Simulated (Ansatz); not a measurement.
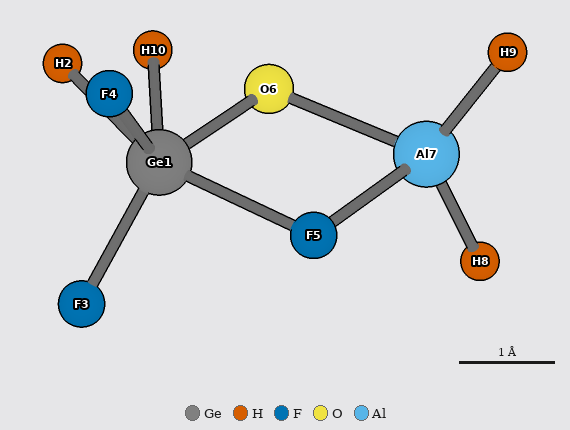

**Figure 1.** The structure as given in the input (ball-and-stick view, seen at a tilt; atoms are numbered from 1 in the order of the input). Sticks mark near contacts. Bond lengths as drawn: Al–F 1.92 Å, Al–H 1.59 Å, Al–O 1.89 Å, F–Ge 1.73 to 1.92 Å, Ge–H 1.84 to 1.87 Å and Ge–O 1.80 Å.

**Run report: AlGeH4OF3, frequency calculation**

AlGeH4OF3, computed with RKS PBE-D4/def2-SVP (Ansatz 0.2.0).

It belongs to a series of runs on one base structure; here: vibrations at the highest image of the band. Figures and captions count atoms from 1; the log counts them from 0 in places.

What the program printed:
```
Engine: ansatz 0.2.0, aarch64-unknown-linux-gnu
Functional definition: PBE
  parameter kappa = 0.804
  parameter beta = 0.06672455060314922
  exchange = pbe_x(kappa = kappa, mu = beta*pi^2/3)
  correlation = pbe_c(beta = beta)
1363 factors; their error is unknown
mean field evaluation 1: about -73331.6912 eV, gradient 7.7e1 eV
mean field evaluation 2: about -73274.9547 eV, gradient 1.8e2 eV
mean field evaluation 4: about -73341.1348 eV, gradient 1.4e1 eV
mean field evaluation 8: about -73341.4733 eV, gradient 1.0e-1 eV
mean field evaluation 16: about -73341.3884 eV, gradient 5.6e-4 eV
mean field -73341.38839942 eV, -2695.2463111003 hartree, gradient 2.0e-5 eV, S^2 0.000000; 0 other end points of the search recorded, 0 dependent functions left out
the calculation of the forces begins
reference -73341.38844239 eV, -2695.2463126792 hartree; 42, 42 occupied and 84, 84 virtual orbitals, 1363 factors
these checks for a lower state are left out or cut short: stability, starts, cluster_reference, orbital_swaps, neighbouring_geometries, increment
1363 factors; their error is unknown
mean field -73341.38830485 eV, -2695.2463076248 hartree, gradient 2.1e-6 eV, S^2 0.000000; 0 other end points of the search recorded, 0 dependent functions left out
[... from here on the field's lines of each further geometry are left out, up to the last ...]
the calculation of the forces begins
reference -73341.38837840 eV, -2695.2463103277 hartree; 42, 42 occupied and 84, 84 virtual orbitals, 1363 factors
these checks for a lower state are left out or cut short: stability, starts, cluster_reference, orbital_swaps, neighbouring_geometries, increment
1363 factors; their error is unknown
mean field -73341.38841037 eV, -2695.2463115024 hartree, gradient 2.1e-6 eV, S^2 0.000000; 0 other end points of the search recorded, 0 dependent functions left out
the calculation of the forces begins
reference -73341.38845333 eV, -2695.2463130812 hartree; 42, 42 occupied and 84, 84 virtual orbitals, 1363 factors
WARN: phonons: modes at or below zero, which the zero-point energy, F, S and C_V leave out: 1, the lowest at -1348.06 cm⁻¹. A minimum has none, and a first-order saddle one
Total energy: -73341.61172546 eV, -2695.2545181807 hartree
Atom 0 at    -0.450177     0.182690     0.096606 Å, force    -0.000336    -0.000234    -0.000584 eV/Å
Atom 1 at    -0.085916     0.646714     1.839275 Å, force    -0.000034     0.000018     0.000160 eV/Å
Atom 2 at     1.034428    -0.646577    -0.207102 Å, force     0.000277    -0.000015     0.000158 eV/Å
Atom 3 at    -0.431347     1.785112    -0.548268 Å, force     0.000143     0.000291     0.000141 eV/Å
Atom 4 at    -1.460069    -0.625992    -1.328500 Å, force    -0.000061    -0.000096    -0.000045 eV/Å
Atom 5 at    -1.798193    -0.491261     1.084192 Å, force     0.000090    -0.000012     0.000102 eV/Å
Atom 6 at    -2.873030    -1.322484    -0.222614 Å, force    -0.000177     0.000009     0.000100 eV/Å
Atom 7 at    -2.731753    -2.906816    -0.208004 Å, force     0.000086     0.000018     0.000012 eV/Å
Atom 8 at    -4.188722    -0.489483    -0.547182 Å, force     0.000015     0.000021    -0.000000 eV/Å
Atom 9 at    -0.957522     0.129894     1.900097 Å, force    -0.000003    -0.000000    -0.000044 eV/Å
Dipole moment:     0.061937     0.083970     0.332631 e Å
Vibrations: -1348.06 72.04 120.96 186.73 227.93 230.75 333.76 367.87 394.67 409.64 480.99 533.81 572.75 644.64 689.26 744.77 754.29 780.68 887.82 1091.21 1679.68 1885.46 1909.81 1921.03 cm⁻¹, zero-point energy 1.048941 eV
```

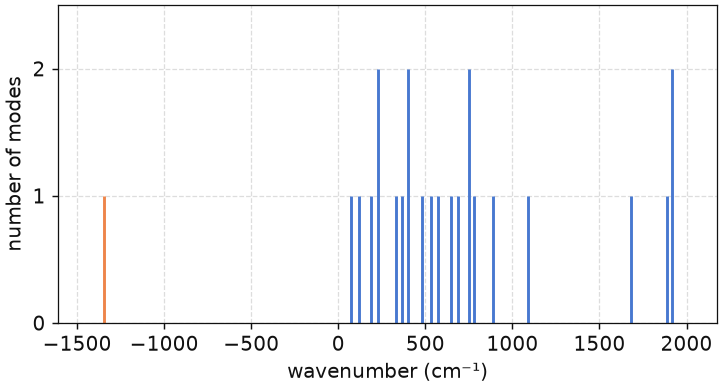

**Figure 2.** Harmonic vibrational wavenumbers from the force constants; neighbouring modes closer than 15 cm⁻¹ are counted in one stick, and imaginary ones are drawn at negative wavenumbers. 24 modes from 1348i to 1921 cm⁻¹, 1 imaginary beyond 8i (1348i cm⁻¹): a first-order saddle point, if the geometry is stationary.

This output came from the following input.

Input:
```yaml
crystal:
  periodic: [false, false, false]
  atoms:
    - { symbol: Ge, position_ang: [-0.450177, 0.18269, 0.096606] }
    - { symbol: H, position_ang: [-0.085916, 0.646714, 1.839275] }
    - { symbol: F, position_ang: [1.034428, -0.646577, -0.207102] }
    - { symbol: F, position_ang: [-0.431347, 1.785112, -0.548268] }
    - { symbol: F, position_ang: [-1.460069, -0.625992, -1.3285] }
    - { symbol: O, position_ang: [-1.798193, -0.491261, 1.084192] }
    - { symbol: Al, position_ang: [-2.87303, -1.322484, -0.222614] }
    - { symbol: H, position_ang: [-2.731753, -2.906816, -0.208004] }
    - { symbol: H, position_ang: [-4.188722, -0.489483, -0.547182] }
    - { symbol: H, position_ang: [-0.957522, 0.129894, 1.900097] }
basis:
  gaussian: { orbitals: def2-SVP }
hamiltonian:
  xc: pbe
  dispersion: d4
phonons: {}
```

Run as:
```bash
ansatz run input.yaml --threads 4 --pin off --max-ram 5120MiB --backend cpu --events-out ev --progress --plain --runs-dir out
```

Key numbers:

- outcome: converged
- total energy: −73341.6117 eV
- mean-field energy: −73341.3884 eV
- largest force (length of the vector): 0.001 eV/Å
- hardware: 4 threads of Arm Neoverse V2, 24 GiB of memory available, shared host
- wall time: 46 s (CPU time 2.9 min)
- peak memory: 0.19 GiB
